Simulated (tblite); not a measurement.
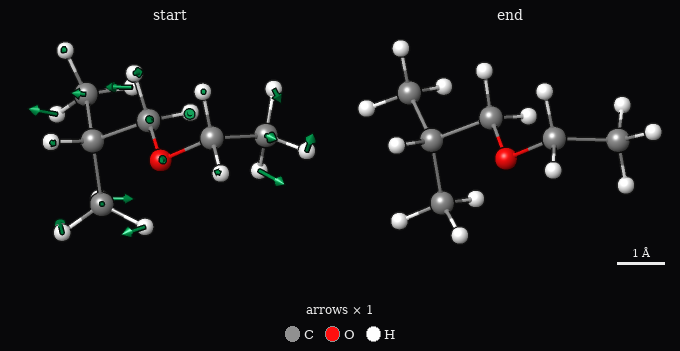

The structure of C6H14O before (left) and after (right) a relaxation, at one scale. The green arrows give the displacements, at their true length.

Style: ball-and-stick. Shown from a free direction.

These are results of GFN2-xTB geometry optimisation, gas phase (tblite 0.8.0), not measurements. 

Question: What changed between the two?

Answer: The largest moves after the best rigid fit, 0.89 Å, are those of H atoms. By element the largest moves are H 0.89 Å, C 0.38 Å, O 0.23 Å. Among the contacts that change: C–H 1.135 → 1.093 Å, C–C 1.490 → 1.528 Å, C–H 1.115 → 1.086 Å, C–O 1.382 → 1.407 Å. Bond angles that change, for instance: C–O–C 107.4° → 114.9°, C–C–H 103.1° → 110.0°, C–C–H 114.7° → 109.4°. Groups turn about C–C by about 55°, C–C by about 25°. After 89 geometry steps the energy has fallen by 0.798 eV.
